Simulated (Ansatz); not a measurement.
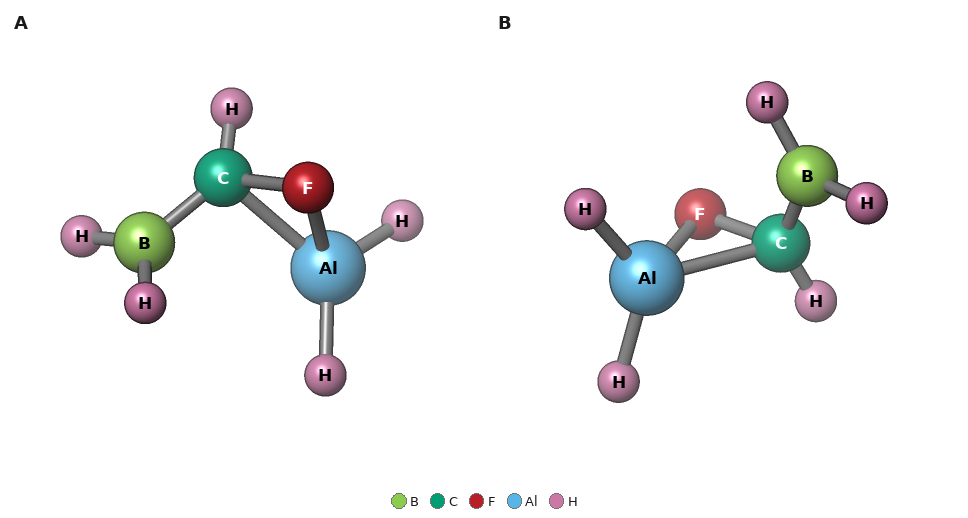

Depth is shown by fading: the farther an atom, the more it takes the colour of the background. Computed geometry: PBE0-D4/def2-TZVP optimisation.

Q: Are A and B the same structure? If not, how do they differ?

A: No. They are mirror images that no rotation superimposes: the geometry of CH5AlBF is chiral (C1). Their energies are equal.
